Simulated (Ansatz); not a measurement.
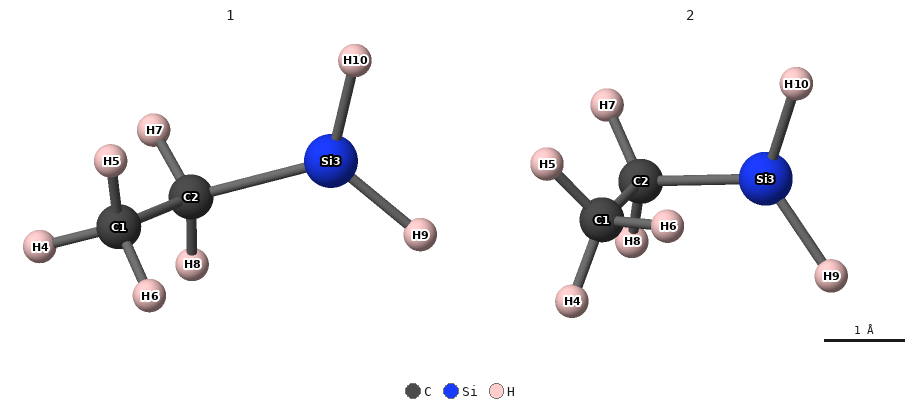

Two geometries of C₂H₇Si (charge +1), drawn at one scale. One is the start of a relaxation, the other its converged end. A ball-and-stick model, seen from a free direction.

Theory: RKS PBE0-D4/def2-TZVP in Ansatz 0.2.0. Settings: force threshold 0.005 eV/Å; at most 200 steps.

### Which one is relaxed?

Structure 2 is the relaxed one. H4 moves most after the best rigid fit: 1.17 Å. By element the largest moves are H 1.17 Å, Si 0.40 Å, C 0.37 Å. Near-neighbour distances that change, for instance: Si3–H6 3.085 → 1.898 Å, C1–Si3 2.867 → 2.175 Å, C2–Si3 1.879 → 1.801 Å, C1–H6 1.086 → 1.156 Å. Bond angles that change, for instance: C1–C2–Si3 113.3° → 80.4°, H5–C1–H6 108.6° → 101.0°, H4–C1–H6 108.0° → 101.0°. Groups turn about C1–C2 by about 60°. Over 18 accepted moves (19 points after the start) the energy falls by 7.69 kcal/mol. The largest force component goes from 1.2 to 0.00085 eV/Å. The line search rejected the trial step at point 18 of the run. Cost: 48 s on 2 threads of Arm Neoverse V1, with other jobs on the host.
